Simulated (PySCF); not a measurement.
**doublet [HNO3]+ at 6 levels**

Aim: a comparison of 6 runs (UB3LYP/6-31G*, U-wB97M-V/def2-SVPD, U-wB97X/def2-SVPD, UB2PLYP/def2-SVPD, UCAM-B3LYP/def2-SVPD, USCS-MP2/def2-SVPD) of doublet [HNO3]+. Input form: a Python script.

The results are computed with PySCF 2.14.0.

2 further runs of the same task are left out: 2 set aside as unsound or not needed.

## Step 1: Starting point

[HNO3]+: 5 atoms, total charge +1, spin state doublet. As SMILES of the parent species, `O=[N+]([O-])O`. Geometry: relaxed at PBE0-D4/def2-TZVP. That shape belongs to the parent species and isn't relaxed for this state.

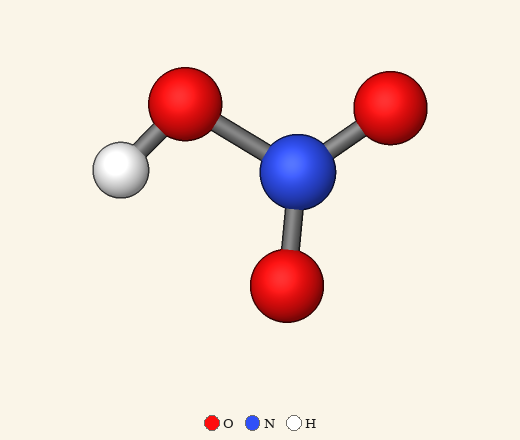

The structure, seen from a chosen angle (oxygen red, nitrogen blue, hydrogen white).

## Step 2: A single-point energy at UB3LYP/6-31G(d) (spherical functions) (run 1)

Input file run.py:

```python
from pyscf import gto, dft

mol = gto.M(
    atom='''
O        1.317870      -0.315800       0.746500
N        0.253090      -0.279730       0.226190
O       -0.596440      -1.123960       0.141450
O       -0.044080       0.932950      -0.373960
H       -0.930440       0.786540      -0.740170
''',
    charge=1,
    spin=1,
    verbose=4,
    basis='6-31g*',
    max_memory=1860,
)

mf = dft.UKS(mol, xc='b3lyp')
mf.grids.level = 5
mf.conv_tol = 1e-10
mf.kernel()
if not mf.converged:
    mf = mf.newton().run(mf.mo_coeff, mf.mo_occ)

e_tot = mf.e_tot
print('Final energy', e_tot)
```

Run with:

```console
$ OMP_NUM_THREADS=1 python run.py
```

Standard output:

```text
PySCF version 2.14.0

[... 123 lines left out ...]
converged SCF energy = -280.423591690801  <S^2> = 0.75900735  2S+1 = 2.0089872
Final energy -280.4235916908009
```

Run time: 20 s. Hardware: 1 thread of Arm Neoverse V1, shared host; peak memory 0.33 GiB.

## Step 3: A single-point energy at U-wB97M-V/def2-SVPD (run 2)

Input file input.py:

```python
from pyscf import gto, dft

mol = gto.M(
    atom=[
    ('O', (1.317870, -0.315800, 0.746500)),
    ('N', (0.253090, -0.279730, 0.226190)),
    ('O', (-0.596440, -1.123960, 0.141450)),
    ('O', (-0.044080, 0.932950, -0.373960)),
    ('H', (-0.930440, 0.786540, -0.740170)),
],
    charge=1,
    max_memory=1860,
    basis='def2-svpd',
    spin=1,
    verbose=3,
)

calc0 = dft.UKS(mol, xc='wb97m-v')
calc0.nlcgrids.level = 1
calc0.grids.level = 5
calc0.conv_tol = 1e-10
calc0.kernel()
if not calc0.converged:
    calc0 = calc0.newton().run(calc0.mo_coeff, calc0.mo_occ)

e_final = calc0.e_tot
print(f'total energy: {e_final:.8f} hartree')
```

Run with:

```console
$ OMP_NUM_THREADS=1 python input.py
```

Standard output:

```text
WARN: HOMO -0.385849356750901 >= LUMO -0.385849356750902

converged SCF energy = -280.153297283042  <S^2> = 0.75806186  2S+1 = 2.0080457
total energy: -280.15329728 hartree
```

It took 3.3 min on 1 thread of Arm Neoverse V1, shared host; peak memory 0.55 GiB.

Runs 3 to 5 aren't shown in full; the table further down has their settings and results.

## Step 4: A single-point energy at USCS-MP2/def2-SVPD (run 6)

Input file geometry.xyz:

```xyz
5
HNO3
O      1.317870    -0.315800     0.746500
N      0.253090    -0.279730     0.226190
O     -0.596440    -1.123960     0.141450
O     -0.044080     0.932950    -0.373960
H     -0.930440     0.786540    -0.740170
```

Input file job.py:

```python
from pyscf import gto, scf, mp

mol = gto.M(
    atom='geometry.xyz',
    charge=1,
    basis='def2-svpd',
    verbose=3,
    spin=1,
    max_memory=1860,
)

myscf = scf.UHF(mol)
myscf.conv_tol = 1e-10
myscf.kernel()
if not myscf.converged:
    myscf = myscf.newton().run(myscf.mo_coeff, myscf.mo_occ)

pt = mp.MP2(myscf, frozen=4).run()
e_tot = myscf.e_tot + 1.2 * pt.e_corr_os + pt.e_corr_ss / 3
print('Final energy', e_tot)
```

Run with:

```console
$ OMP_NUM_THREADS=1 python job.py
```

Standard output:

```text
converged SCF energy = -278.820734626473  <S^2> = 0.76854378  2S+1 = 2.0184586
E(UMP2) = -279.532587231538  E_corr = -0.711852605064932
E(SCS-UMP2) = -279.505624166002  E_corr = -0.684889539528659
Final energy -279.505624166002
```

Run time: 5.7 s. Hardware: 1 thread of Arm Neoverse V1, shared host; peak memory 0.25 GiB.

## Step 5: All runs side by side

| run | level | nlc grid | frozen core orbitals | energy (Eh) | HOMO energy (eV) | LUMO energy (eV) | ⟨S²⟩ | wall time |
| --- | --- | --- | --- | --- | --- | --- | --- | --- |
| 1 | UB3LYP/6-31G* (spherical functions) | – | – | -280.423592 | -18.10 | -15.54 | 0.759 | 20 s |
| 2 | U-wB97M-V/def2-SVPD | 1 | – | -280.153297 | -20.86 | -13.17 | 0.758 | 3.3 min |
| 3 | U-wB97X/def2-SVPD | – | – | -280.160338 | -20.90 | -13.15 | 0.759 | 68 s |
| 4 | UB2PLYP/def2-SVPD | – | 4 | -280.013694 | -19.20 | -13.73 | 0.777 | 53 s |
| 5 | UCAM-B3LYP/def2-SVPD | – | – | -280.137520 | -19.90 | -14.30 | 0.760 | 65 s |
| 6 | USCS-MP2/def2-SVPD | – | 4 | -279.505624 | -22.55 | -8.69 | 0.769 | 5.7 s |

## Step 6: Outcome

| quantity | value |
| --- | --- |
| run 6: total energy | -279.50562 Eh |
| run 6: HOMO energy (Hartree–Fock orbitals) (highest over α and β) | -22.55 eV |
| run 6: LUMO energy (Hartree–Fock orbitals) (lowest over α and β) | -8.69 eV |
| run 6: correlation energy (4 core orbitals frozen) | -684.9 mEh |
| run 6: ⟨S²⟩ of the reference determinant | 0.769 |

Totals of different functionals can't be ranked against each other. All runs together took 6.8 min, the longest 3.3 min.
